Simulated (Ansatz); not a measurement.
# CH3AlS: the cost of one run

All numbers below are computed with Ansatz 0.2.0 (RKS B3LYP-D4/def2-mTZVP).

## Step 1: The starting structure

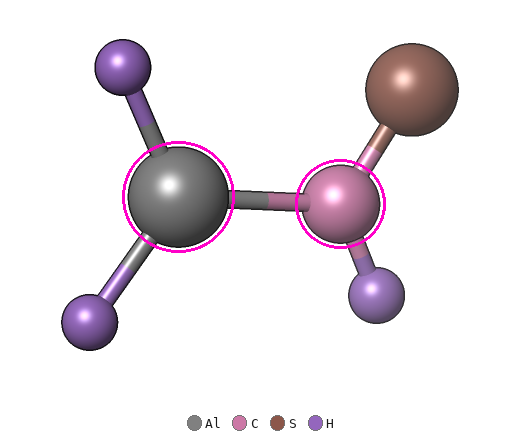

Start, viewed from a chosen angle; aluminium grey, carbon pink, sulfur brown, hydrogen purple. Ringed: Al1, C2.

As a file:

```xyz
6

Al   -0.5625   -0.0031   -0.6959
C     0.7375   -0.0223    0.7181
S     0.3578   -0.5125    2.0035
H    -2.0252   -0.4490   -0.4219
H    -0.2172    0.5861   -2.1718
H     1.7517    0.3368    0.5217
```

## Step 2: End point A

The input, input.yaml:

```yaml
crystal:
  periodic: [false, false, false]
  atoms:
    - { symbol: Al, position_ang: [-0.5625, -0.0031, -0.6959] }
    - { symbol: C, position_ang: [0.7375, -0.0223, 0.7181] }
    - { symbol: S, position_ang: [0.3578, -0.5125, 2.0035] }
    - { symbol: H, position_ang: [-2.0252, -0.449, -0.4219] }
    - { symbol: H, position_ang: [-0.2172, 0.5861, -2.1718] }
    - { symbol: H, position_ang: [1.7517, 0.3368, 0.5217] }
basis:
  gaussian: { orbitals: def2-mTZVP }
hamiltonian:
  xc: b3lyp
  dispersion: d4
relax:
  f_tol: 0.015
  max_steps: 40
```

Run with:

```console
> ansatz run input.yaml --threads 1 --pin off --max-ram 2048MiB --backend cpu --events-out ev --progress --plain --runs-dir out
```

**Question.** How long does this run take on 1 thread of Arm Neoverse N1, shared host, and how much memory does it need?

About 84 s, with a peak of 0.14 GiB.
